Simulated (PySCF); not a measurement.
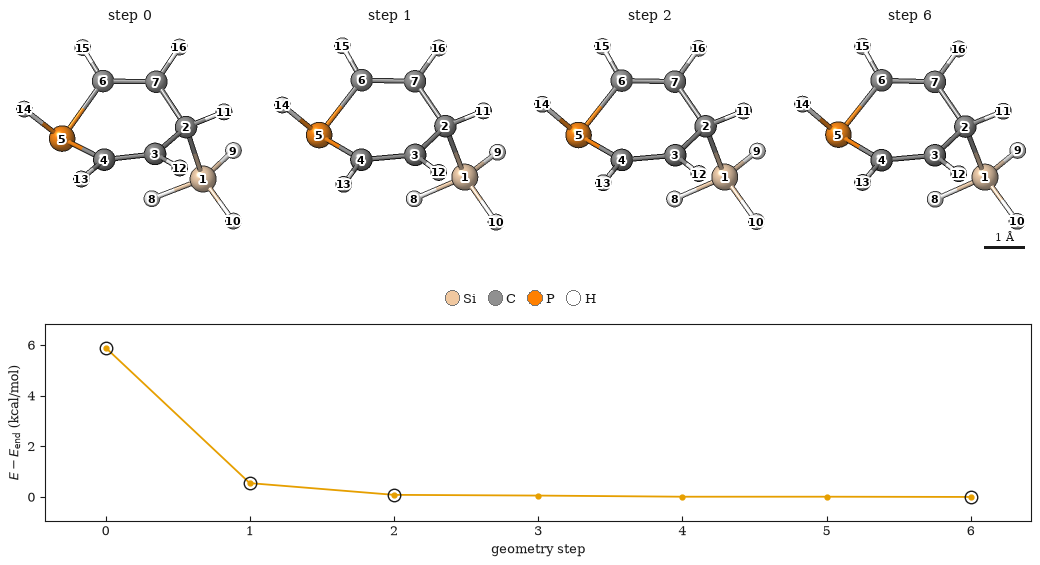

Frames of a relaxation of C5H9PSi, marked on the history of the run. The picture is a ball-and-stick view, seen from a free direction.

The start comes from GFN2-xTB. Its atoms were then displaced at random by about 0.01 Å.

Level of theory: PBE0-D3(BJ)/def2-SVP geometry optimisation, gas phase in PySCF 2.14.0, density-fitted response routines. 

**What happens along the run?**

After 6 geometry steps the energy has fallen by 5.89 kcal/mol. H14 moves most after the best rigid fit: 0.19 Å. Largest moves by element: H 0.19 Å, P 0.16 Å, C 0.08 Å, Si 0.07 Å. Some distances before and after: Si1–H10 1.433 → 1.496 Å, C3–C4 1.281 → 1.340 Å, C4–H13 1.122 → 1.095 Å, C6–H15 1.069 → 1.095 Å. Bond angles that change, for instance: P5–C4–H13 113.1° → 117.3°, C4–C3–H12 122.8° → 119.2°, H9–Si1–H10 112.5° → 108.9°. From step 0 to 1: H14 moves most (0.16 Å), energy −5.35 kcal/mol. From step 1 to 2: H13 moves most (0.05 Å), energy −0.46 kcal/mol. From step 2 to 6: H14 moves most (0.03 Å), energy −0.08 kcal/mol.
